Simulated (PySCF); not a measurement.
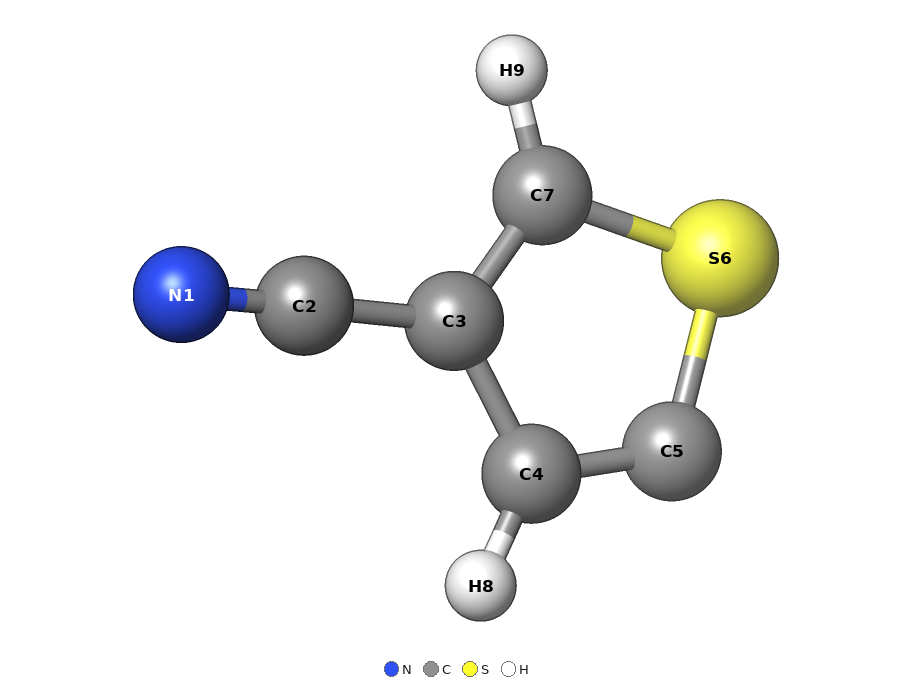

Charge 0, doublet. The geometry was computed by an optimisation with GFN2-xTB. No frequency run is at hand to confirm it as a minimum. Level of theory: UKS B3LYP, pcH-1 on C H N S, non-relativistic (PySCF 2.14.0). Fermi-contact and spin-dipolar terms alone, no spin-orbit part.

Which nucleus has the largest dipolar (anisotropic) hyperfine coupling?

13C at C5: principal values −76.4, −55.7, 132.1 MHz.

List the isotropic and dipolar parts for the most strongly coupled nuclei, one of each equivalent set.

```tsv
atom	isotope	a_iso (MHz)	dipolar part (MHz)
C5	13C	542.4	−76.4, −55.7, 132.1
C4	13C	30.2	−17.4, −0.1, 17.5
H8	1H	37.6	−6.5, −5.2, 11.7
C7	13C	27.8	−11.2, −0.5, 11.7
S6	33S	57.4	−5.1, −4.0, 9.1
C3	13C	75.1	−4.8, −2.0, 6.8
H9	1H	19.9	−3.5, 0.1, 3.4
C2	13C	3.5	−1.6, −1.0, 2.6
```
